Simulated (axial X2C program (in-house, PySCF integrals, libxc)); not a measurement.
Relativistic diatomic calculation for SeCl⁻

- system: SeCl⁻, single determinant with Ω = 0. The distance is the PBE0 minimum at charge −1.
- method: expectation values, HF and Kohn-Sham, two-component X2C with atomic mean-field Coulomb and Gaunt terms, Se dyall-acv3z, Cl dyall-av3z (cores contracted) (axial X2C program (in-house, PySCF integrals, libxc))

Key numbers:

| quantity | value |
| --- | --- |
| outcome | converged |
| hardware | 1 thread of Arm Neoverse N1, 16 GiB of memory available, shared host |
| wall time | 3.9 s |
| peak memory | 0.36 GiB |

The input:
```
{"zs": [34, 17], "q": -1, "bas": ["dyall-acv3z", "dyall-av3z"], "r0": 2.15, "levels": ["PBE0", "HF", "PBE50", "TPSSh", "r2SCAN"], "nst": 3}
```

The line is the task of a batch: nuclear charges, charge, bases, the levels to run, a first guess of the distance and further settings. This report covers the levels named above. The log is that of the reference distance, started from orbitals converged before.

Launched within a batch (the task file carries these settings):
```bash
python <driver script> task.json out
```

Log:
```
two-component X2C + atomic mean field  PBE0
basis functions 180  fitting functions 961  grid points 5079
iter        total energy     max residual
   1      -2890.344966282     6.56e-05
   2      -2890.344966284     8.36e-06
converged
one-electron -4297.88681448  Coulomb 1389.82744158  exact exchange -28.66515984  xc functional -88.10763148  nuclear repulsion 135.45811688  atomic mean-field constant -0.97091894
```

Expectation values by level of theory:

```csv
quantity,PBE0,HF,PBE50,TPSSh,r2SCAN
effective field for an electron dipole moment (GV/cm),–,–,–,–,–
field gradient at the first nucleus (a.u.),10.6,11.5,11.0,10.6,10.5
field gradient at the second nucleus (a.u.),3.28,3.04,3.23,3.28,3.32
"A∥/gI, first nucleus (MHz)",–,–,–,–,–
"A∥/gI, second nucleus (MHz)",–,–,–,–,–
```

Each column comes from one determinant, in a basis with contracted cores. A dash marks a value that vanishes by symmetry, wasn't computed or didn't converge. The spread over the levels shows only part of the uncertainty.

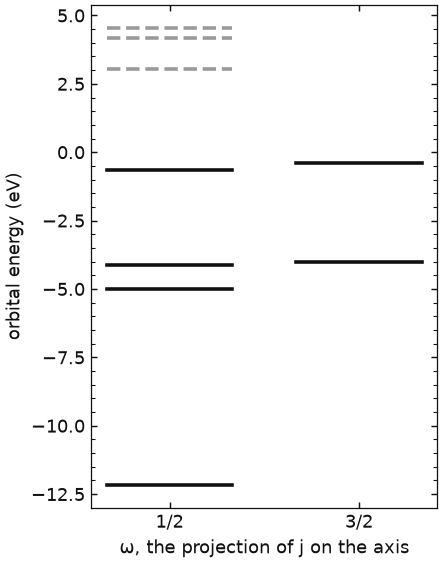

Fig. 1: Orbital energies (PBE0) near the frontier at 2.26 Å, filled (solid) and empty (dashed); the Kramers partners at −ω are degenerate and not drawn. The highest filled spinor (3/2; 81 % Se p, 9 % Cl p) lies at −0.41 eV, the lowest empty one (1/2; 58 % Se p, 20 % Cl p) at 3.04 eV.
